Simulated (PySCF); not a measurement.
**C$_{2}$H$_{3}$FP$_{2}$: density, localisation and related maps**

```yaml
atoms:
  - { symbol: F, position_ang: [-1.9477, 1.7513, -0.2208] }
  - { symbol: C, position_ang: [-1.3074, 0.6169, -0.0398] }
  - { symbol: C, position_ang: [-1.3717, -0.6666, -0.2541] }
  - { symbol: P, position_ang: [0.1566, -0.1866, 0.7028] }
  - { symbol: P, position_ang: [1.6370, 0.0538, -0.8914] }
  - { symbol: H, position_ang: [-1.9386, -1.4643, -0.6769] }
  - { symbol: H, position_ang: [2.3984, 0.9409, -0.1312] }
  - { symbol: H, position_ang: [2.3825, -1.0361, -0.4435] }
```

Geometry: GFN2-xTB.

These are results of CAM-B3LYP/def2-SVPD, SCF density, gas phase (PySCF 2.14.0), not measurements.

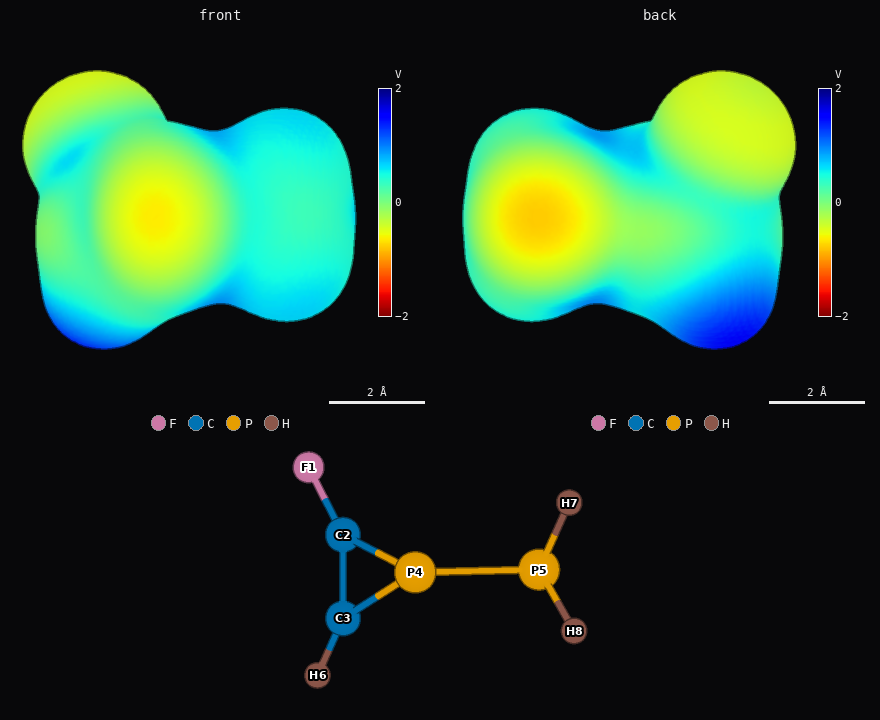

Figure 1. The molecular electrostatic potential painted on the density surface at 0.002 e/bohr³, seen from the front and from behind; red is negative and blue positive. The bare structure is drawn below in the same view.

Where is the surface potential most negative and most positive?

The most negative region (about −0.8 V) lies over P5, the most positive (about +1.5 V) over H6.

What dipole moment does the calculation give?

Its dipole moment is 1.18 D.

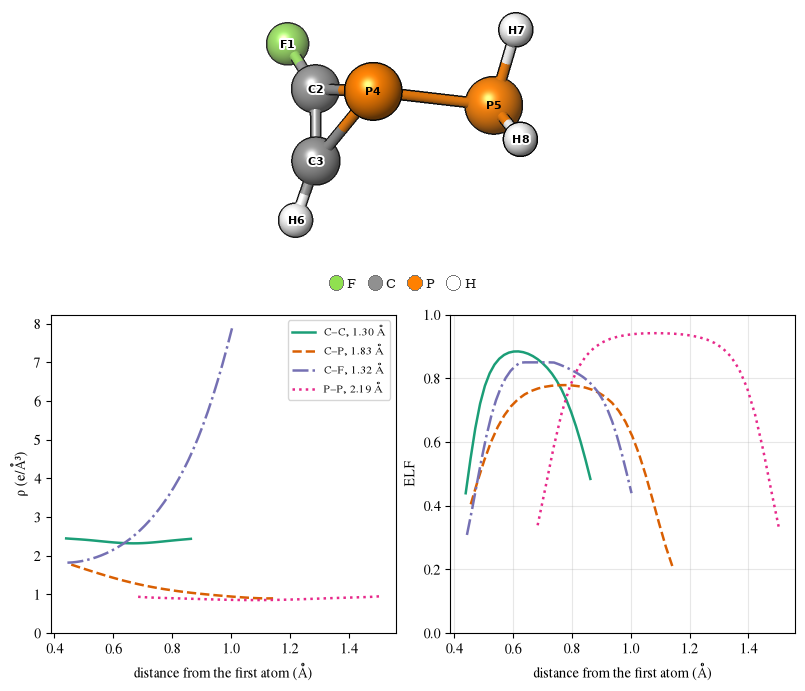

Figure 2. Total electron density and electron localisation function along straight lines between neighbouring atoms. The curves leave out the atomic cores. The structure is drawn too.

Compare the contacts.

C–C (1.30 Å): ρ is about 2.3 e/Å³ halfway; the ELF peaks at about 0.90 between the atoms (a multiple bond).
C–P (1.83 Å): ρ is about 1 e/Å³ halfway, with its minimum of 0.9 e/Å³ about 1.1 Å from C; the ELF peaks at about 0.80 between the atoms; a covalent bond.
C–F (1.32 Å): ρ at the midpoint is about 2.4 e/Å³; the ELF peaks at about 0.85 between the atoms, as expected for a shared but strongly polarised pair.
P–P (2.19 Å): the density is about 0.86 e/Å³ at the midpoint; the ELF peaks at about 0.95 between the atoms, as expected for a covalent bond.
